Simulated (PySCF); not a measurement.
**[TcS2]-: triplet, from a bent start**

The task is one start of a wider search on [TcS2]-: the triplet, from a bent start. It is relaxed, tested by its Hessian and followed downhill if it is a saddle.

Computed with PySCF 2.14.0. Level: PBE0, basis Tc def2-TZVPD with ECP28, S def2-TZVPD, scalar-relativistic core potentials, no spin–orbit coupling, density fitting.

### 1 The starting structure

3 atoms, charge -1, spin multiplicity 3.

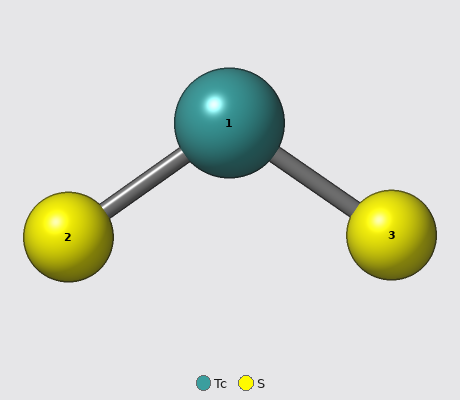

The starting geometry (technetium teal, sulfur yellow); atoms are numbered from 1 in the order of the file.

```xyz
3
charge -1 multiplicity 3
Tc    0.0000    0.0000    0.0000
S     1.7530    0.0000    1.2275
S    -1.7530    0.0000    1.2275
```

### 2 Finding the electronic state

One driver script runs all steps and calls PySCF; scf.py shows how it sets up the SCF of each step. The optimiser is the driver's own. After this first run the driver tries any further starts and a stability analysis.

scf.py

```python
from pyscf import gto, scf, dft
mol = gto.M(atom='''
Tc     0.000000     0.000000     0.000000
S      1.753000     0.000000     1.227500
S     -1.753000     0.000000     1.227500''',
    basis={'Tc': 'def2-TZVPD', 'S': 'def2-TZVPD'},
    ecp={'Tc': 'def2-TZVPD'},
    charge=-1, spin=2)
mf = dft.UKS(mol, xc='PBE0')
mf.grids.atom_grid = (50, 194)
aux = {'Tc': 'def2-universal-JKFIT', 'S': 'def2-universal-JKFIT'}
mf = mf.density_fit(auxbasis=aux)
mf.conv_tol = 1e-08
mf.diis_space = 10
mf.max_cycle = 60
mf.init_guess = 'minao'
mf.verbose = 4
mf.kernel()
```

The run is started by

```sh
> OMP_NUM_THREADS=4 python axn.py task.json out
```

The program printed:

```text
init E= -869.780191867598
[... the frontier-level lines of each cycle are left out ...]
cycle= 1 E= -876.367649466585  delta_E= -6.59  |g|= 1.12  |ddm|= 3.09
cycle= 2 E= -869.051342566361  delta_E= 7.32  |g|= 2.66  |ddm|= 57.8
cycle= 3 E= -875.975770120967  delta_E= -6.92  |g|= 1.42  |ddm|= 57.7
cycle= 4 E= -875.970470926094  delta_E= 0.0053  |g|= 1.42  |ddm|= 0.00373
cycle= 5 E= -876.507703750702  delta_E= -0.537  |g|= 1.02  |ddm|= 0.433
cycle= 6 E= -876.711009854228  delta_E= -0.203  |g|= 0.738  |ddm|= 0.304
cycle= 7 E= -876.904798578472  delta_E= -0.194  |g|= 0.423  |ddm|= 0.325
cycle= 8 E= -876.990297326497  delta_E= -0.0855  |g|= 0.148  |ddm|= 0.307
cycle= 9 E= -877.005579870546  delta_E= -0.0153  |g|= 0.0528  |ddm|= 0.261
cycle= 10 E= -877.007628958025  delta_E= -0.00205  |g|= 0.0252  |ddm|= 0.0707
cycle= 11 E= -877.008851016841  delta_E= -0.00122  |g|= 0.0161  |ddm|= 0.0727
cycle= 12 E= -877.01038348499  delta_E= -0.00153  |g|= 0.00654  |ddm|= 0.148
cycle= 13 E= -877.010750742533  delta_E= -0.000367  |g|= 0.00625  |ddm|= 0.042
cycle= 14 E= -877.011168699678  delta_E= -0.000418  |g|= 0.00627  |ddm|= 0.0466
cycle= 15 E= -877.011836764724  delta_E= -0.000668  |g|= 0.00577  |ddm|= 0.0794
cycle= 16 E= -877.013436754223  delta_E= -0.0016  |g|= 0.0109  |ddm|= 0.326
cycle= 17 E= -877.013155105326  delta_E= 0.000282  |g|= 0.00551  |ddm|= 0.13
cycle= 18 E= -877.013277953886  delta_E= -0.000123  |g|= 0.00336  |ddm|= 0.0284
cycle= 19 E= -877.013618102335  delta_E= -0.00034  |g|= 0.00207  |ddm|= 0.134
cycle= 20 E= -877.013635335073  delta_E= -1.72e-05  |g|= 0.00221  |ddm|= 0.0302
cycle= 21 E= -877.013639961999  delta_E= -4.63e-06  |g|= 0.000533  |ddm|= 0.00698
cycle= 22 E= -877.013640209497  delta_E= -2.47e-07  |g|= 0.000626  |ddm|= 0.00275
cycle= 23 E= -877.013640606747  delta_E= -3.97e-07  |g|= 0.00047  |ddm|= 0.00313
cycle= 24 E= -877.013640908297  delta_E= -3.02e-07  |g|= 6.71e-05  |ddm|= 0.00318
cycle= 25 E= -877.013640907469  delta_E= 8.28e-10  |g|= 3.69e-05  |ddm|= 0.000417
Extra cycle  E= -877.013640907222  delta_E= 2.47e-10  |g|= 7.52e-05  |ddm|= 0.000139
converged SCF energy = -877.013640907222  <S^2> = 3.0299254  2S+1 = 3.6221129
```

This step, with its further starts and checks, ran for 26 s (4 threads, shared host).

The starts that the driver tried:

```
                      start  energy (Eh)
    the minimal-basis guess  -877.013641
a thermally smeared density  -877.025065
      a smeared PBE density  -877.025065
```

This is not the lowest solution: one lies 31.3 kJ/mol lower, at -877.02558 Eh, and the relaxation starts from that.

### 3 Relaxation: bent start, triplet

The program finds C2v symmetry in the start, which this walk keeps. Threshold on the gradient: 0.0003 Eh/bohr, with a further test on the energy change.

Edit scf.py of step 2 so:

```diff
@@ -3,3 +3,3 @@
-Tc     0.000000     0.000000     0.000000
-S      1.753000     0.000000     1.227500
-S     -1.753000     0.000000     1.227500''',
+Tc     0.000000     0.000000    -0.481982
+S      1.753000    -0.000000     0.745518
+S     -1.753000     0.000000     0.745518''',
@@ -16 +15,0 @@
-mf.init_guess = 'minao'
```

Energy and gradient, step by step:

| step | energy (Eh) | change (kJ/mol) | largest symmetric gradient (Eh/bohr) |
| --- | --- | --- | --- |
| 0 | -877.025575 | 0.00 | 0.03885 |
| 1 | -877.031570 | -15.74 | 0.01339 |
| 2 | -877.034049 | -22.25 | 0.00427 |
| 3 | -877.034664 | -23.86 | 0.00132 |
| 4 | -877.034685 | -23.92 | 0.00053 |
| 5 | -877.034685 | -23.92 | 0.00008 |

The walk took 17 s.

Geometry (Å) and forces (eV/Å) at some steps:

```
step 0
Tc   0.000   0.000  -0.482   0.001   0.001   1.998
S    1.753   0.000   0.746  -0.440   0.000  -0.999
S   -1.753   0.000   0.746   0.440  -0.001  -0.999
step 1
Tc   0.000   0.000  -0.394   0.000   0.000   0.688
S    1.792   0.000   0.702   0.113   0.000  -0.344
S   -1.792   0.000   0.702  -0.113   0.000  -0.344
step 3
Tc   0.000   0.000  -0.259   0.000   0.000   0.068
S    1.906   0.000   0.634   0.004   0.000  -0.034
S   -1.906   0.000   0.634  -0.004   0.000  -0.034
step 5
Tc   0.000   0.000  -0.242   0.002   0.000   0.004
S    1.918   0.000   0.626  -0.005   0.000  -0.003
S   -1.918   0.000   0.626   0.003   0.000  -0.002
```

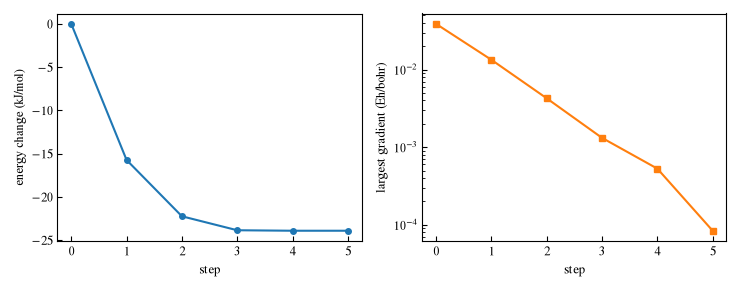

How energy and gradient fall.

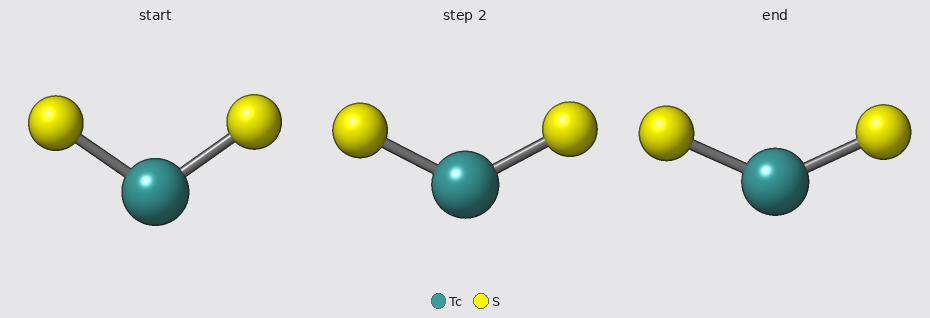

The geometry along the walk, at one scale.

End point (C2v, 5 steps, 23.9 kJ/mol gained): Tc–S 2.105 Å (×2); S–Tc–S 131.3°.

### 4 Frequencies

On the finer grid the gradient is checked again; gradients at displacements of ±0.02 bohr then give force constants and infrared intensities.

Edit scf.py of step 3 so:

```diff
@@ -3,3 +3,3 @@
-Tc     0.000000     0.000000    -0.481982
-S      1.753000    -0.000000     0.745518
-S     -1.753000     0.000000     0.745518''',
+Tc     0.000000     0.000000    -0.348244
+S      1.912327    -0.000000     0.530769
+S     -1.912327     0.000000     0.530769''',
@@ -10 +10 @@
-mf.grids.atom_grid = (50, 194)
+mf.grids.atom_grid = (75, 302)
@@ -13 +13 @@
-mf.conv_tol = 1e-08
+mf.conv_tol = 1e-10
```

The driver hands on the density of the step before, so the log starts near convergence.

Log of the central SCF (cycles and frontier levels):

```text
init E= -877.03465044254
[... the frontier-level lines of each cycle are left out ...]
cycle= 1 E= -877.034650442548  delta_E= -7.5e-12  |g|= 3.84e-06  |ddm|= 9.56e-06
Extra cycle  E= -877.034650442513  delta_E= 3.5e-11  |g|= 9.41e-06  |ddm|= 1.35e-05
converged SCF energy = -877.034650442513  <S^2> = 2.0396801  2S+1 = 3.0263378
```

The whole step took 50 s.

Geometry: C2v; Tc–S 2.105 Å (×2); S–Tc–S 130.6°.

Harmonic modes (main isotopes):

```
symmetry  ω (cm⁻¹)  IR (km/mol)  μ (u)     type
      a1       117          0.7  38.98     bend
      a1       504         21.9  34.98  stretch
      b2       529          202  41.82  stretch
```

Every mode is real; the point is a minimum.

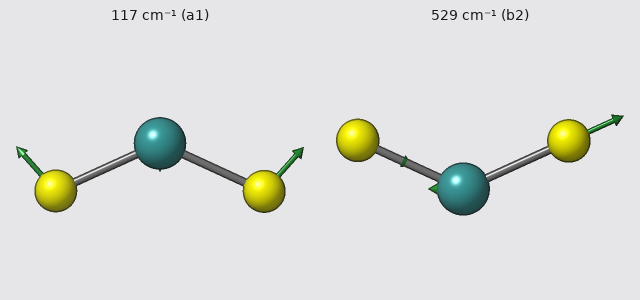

How the atoms move in 2 of the modes.

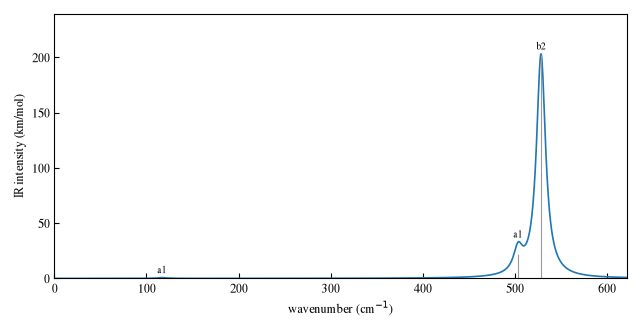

The harmonic infrared spectrum (widths in cm⁻¹). Lines are broadened to a width of 12 cm⁻¹ (Lorentzian).

Properties at this point:

```yaml
Dipole_moment_about_the_centre_of_mass: 1.99 D
Highest_occupied_level: -0.74 eV
Lowest_empty_level: 1.70 eV
Rotational_constants: 0.5618, 0.07209, 0.06389 cm⁻¹
Zero-point_energy: 6.9 kJ/mol
Principal_polarisabilities: 105.6, 108.2, 166.3 bohr³
Principal_traceless_quadrupole_moments_about_the_centre_of_mass: -13.90, 5.69, 8.22 D Å
Entropy_at_298.15_K_and_1_bar_electronic_part_spin_only: 302.6 J/(mol K)
Heat_capacity_Cp_at_298.15_K: 51.5 J/(mol K)
Enthalpy_at_298.15_K_above_0_K: 12.88 kJ/mol
Rotational_symmetry_number: 2
Spin_squared_⟨S²⟩: 2.040
```

Charges (e) and bond orders:

```
atom  Mulliken  Löwdin  polar tensor  spin (Mulliken)  Mayer order to Tc1
 Tc1      0.23   -0.12          0.68             2.18                   –
S2,3     -0.62   -0.44         -0.84            -0.09                1.75
```

Mulliken populations on Tc1 (outside its core potential): s 3.04, p 6.25, d 5.47, f 0.01.

### 5 Summary of results

| quantity | value |
| --- | --- |
| minimum | triplet, C2v |
| geometry | Tc–S 2.105 Å (×2); S–Tc–S 130.6° |
| wavenumbers (cm⁻¹) | 117 (a1), 504 (a1), 529 (b2) |
| dipole moment (centre of mass) | 1.99 D |
| highest occupied, lowest empty level (either spin) | -0.74, 1.70 eV |
| polar-tensor charge of Tc1 | +0.68 e |
| zero-point energy | 6.9 kJ/mol |
| entropy at 298.15 K | 302.6 J/(mol K) |
| ⟨S²⟩ | 2.040 |

What this shows: The molecule stays C2v, as typed, and the end point is a minimum. In the infrared the band at 529 cm⁻¹ (b2, stretch) leads. Most of the spin sits on Tc1 (Mulliken spin 2.18, against 2 for the whole molecule). The first SCF alone would have been 31 kJ/mol too high. Other starts or spin states, not run here, may lie lower. One determinant may miss the lowest occupation of an open d or f shell.

The search up to here took 94 s.
